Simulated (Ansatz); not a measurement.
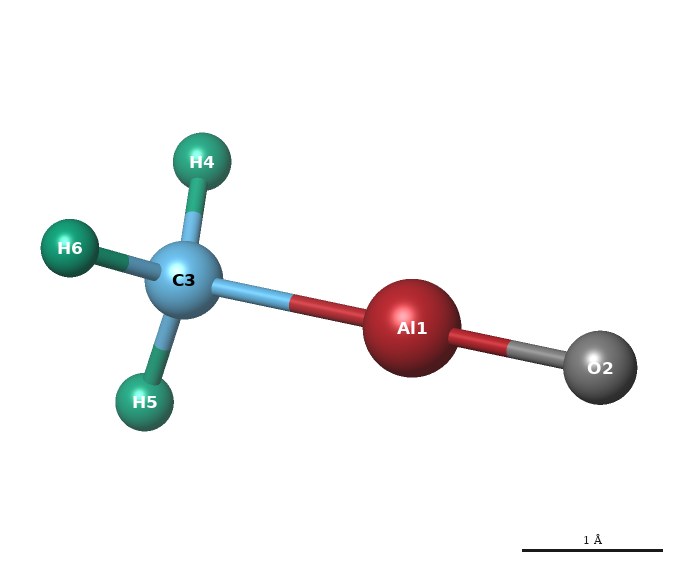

The view is orthographic, and the bar gives the scale. The computed structure is the end point of a PBE0-D4/def2-TZVP optimisation.

Reconstruct the coordinates (Å) as seen: x to the right, y up, z towards the viewer, origin at the mean of the atomic positions.

```xyz
6
CH3AlO
Al   1.03  -0.22   0.61
O    2.37  -0.50   1.42
C   -0.61   0.13  -0.36
H   -0.48   0.98  -1.04
H   -0.89  -0.75  -0.96
H   -1.42   0.36   0.32
```
